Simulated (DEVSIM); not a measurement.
System: W/SiO2/n-Si capacitor, at 400 K.

```
layer (left to right)  material  thickness (nm)  Nd (cm⁻³)
---------------------  --------  --------------  ---------
1                          SiO2            5.60          -
2                            Si            8300     9.6e14
```

Metal gate on the left, work function 4.6 eV. Fixed charge at the semiconductor interface -2.7e10 cm⁻² (in units of +e); no interface traps.

The device is made up for the run: typed textbook-type constants, with dimensions and the other settings drawn at random. Values at 300 K; Nc and Nv go as T^1.5, mobilities as T to minus their exponent, the gap by Varshni's rule with the affinity fixed.

| parameter | SiO2 | Si |
|---|---|---|
| gap (eV) | 9 | 1.124 |
| affinity (eV) | 0.9 | 4.05 |
| permittivity | 3.9 | 11.7 |
| Nc (cm⁻³) | - | 2.86e19 |
| Nv (cm⁻³) | - | 3.1e19 |
| Varshni α (eV/K) | - | 0.000473 |
| Varshni β (K) | - | 636 |

DEVSIM, 1D Poisson equation in equilibrium, Boltzmann statistics, complete ionisation; no quantum confinement or tunnelling. Metal contacts follow the ideal Schottky-Mott rule: no Fermi-level pinning, no interface dipoles.

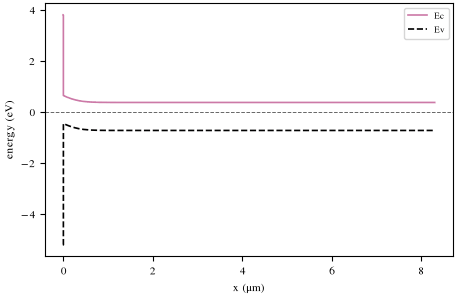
Band edges at -0.1 V on the gate

Energies count from the Fermi level of the right contact; mesh points crowd at the junctions.

```
x (μm)    Ec (eV)  Ev (eV)  n (cm⁻³)  p (cm⁻³)  field (V/cm)
--------  -------  -------  --------  --------  ------------
0.000       3.800   -5.200     < 1e2     < 1e2        -13000
0.001276    3.798   -5.202     < 1e2     < 1e2        -13000
0.003249    3.796   -5.204     < 1e2     < 1e2        -13000
0.004940    3.794   -5.206     < 1e2     < 1e2        -13000
0.006575    0.642   -0.454    3.6e11    9.0e13         -8500
0.009423    0.640   -0.457    3.9e11    8.4e13         -8400
0.01607     0.634   -0.462    4.5e11    7.1e13         -8300
0.04002     0.615   -0.482    8.0e11    4.1e13         -7900
0.08746     0.579   -0.518    2.3e12    1.4e13         -7200
0.1981      0.508   -0.588    1.7e13    1.8e12         -5600
0.4564      0.410   -0.686    3.0e14    1.1e11         -2200
1.388       0.370   -0.726    9.6e14    3.4e10           ≈ 0
3.232       0.370   -0.726    9.6e14    3.4e10           ≈ 0
5.974       0.370   -0.726    9.6e14    3.4e10           ≈ 0
7.570       0.370   -0.726    9.6e14    3.4e10           ≈ 0
7.991       0.370   -0.726    9.6e14    3.4e10           ≈ 0
8.171       0.370   -0.726    9.6e14    3.4e10           ≈ 0
8.249       0.370   -0.726    9.6e14    3.4e10           ≈ 0
8.288       0.370   -0.726    9.6e14    3.4e10           ≈ 0
8.299       0.370   -0.726    9.6e14    3.4e10           ≈ 0
8.303       0.370   -0.726    9.6e14    3.4e10           ≈ 0
8.306       0.370   -0.726    9.6e14    3.4e10           ≈ 0
```
